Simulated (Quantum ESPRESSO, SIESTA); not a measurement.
# Out-of-plane response of tetragonal HfO2 under biaxial strain, QE, PBEsol

Calculated with Quantum ESPRESSO 7.5: PBEsol; plane waves, GBRV 1.5 ultrasoft, 50/300 Ry; k-mesh 6×6×4. The first two cell vectors are strained alike from typed lattice constants; the third vector's length and the atoms are relaxed. The typed cell isn't stress-free: at zero strain the reference's in-plane stress is -5.4 GPa, compression positive.

| in-plane strain (%) | 100 ln(c/c at zero strain) |
| --- | --- |
| -4 | 1.994 |
| -3 | 1.407 |
| -2 | 1.042 |
| -1 | ? |
| 0 | 0 |
| +1 | -0.496 |
| +2 | -0.675 |
| +3 | -0.964 |
| +4 | -1.211 |

The structure was built from a prototype and need not be the compound's stable phase.

**Question.** Fit a second-order form in the logarithmic strain to the rows given and interpolate to the withheld row.

Worked fit:

With u = ln[(1 + ε)/(1 + ε0)], counted from the row at ε0 = +0 % where y0 = 0, a second-order form y = y0 + a u + b u² makes v = (y − y0)/u a line in u.

| u | v |
| --- | --- |
| -0.0408220 | -48.8462 |
| -0.0304592 | -46.1929 |
| -0.0202027 | -51.5772 |
| 0.00995033 | -49.8476 |
| 0.0198026 | -34.0864 |
| 0.0295588 | -32.6130 |
| 0.0392207 | -30.8765 |

With n = 7: mean u = 0.00100694, mean v = -42.0057, Σ(u − ū)² = 0.0058984, Σ(u − ū)(v − v̄) = 1.3931. Slope b = 1.3931 / 0.0058984 = 236.18; intercept a = v̄ − b ū = -42.244.

At the withheld row u = -0.01005, v = a + b u = -44.62, and y = y0 + u v.

Prediction at -1: 0.4484. The run gave 0.521, so the fit is low by 0.073 (14 % of the value).

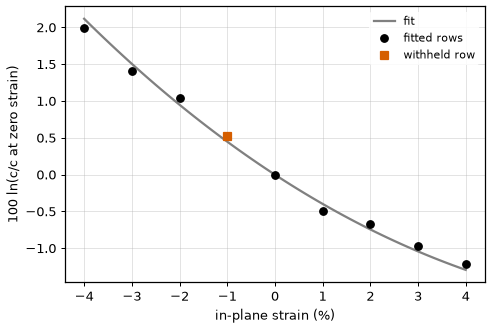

The fit, the rows that it rests on and the withheld row.

The first-order term says that the third edge changes by -0.42 % for each per cent of in-plane stretch at ε0. The second-order term makes up 5.3 % of v at the withheld row. Among the rows given, the largest miss of the fit is at -4, by 0.12 (3.9 % of the range of the table).

Limits: The nuclei are static. The DFT runs use Fermi–Dirac occupations of width 0.01 eV, and energies are free energies. Tetragonal HfO2 is a high-temperature form. The rows don't follow a smooth parabola (r.m.s. departure 2.1 % of their range), so v is no line in u and the first-order term is poorly fixed; a kink, the k-mesh or scatter of the relaxations can each do this.

[Hosts, paths, dates, database ids (printed as entryN), source tags and the programs' standing remarks are cut or masked in the printed files.]
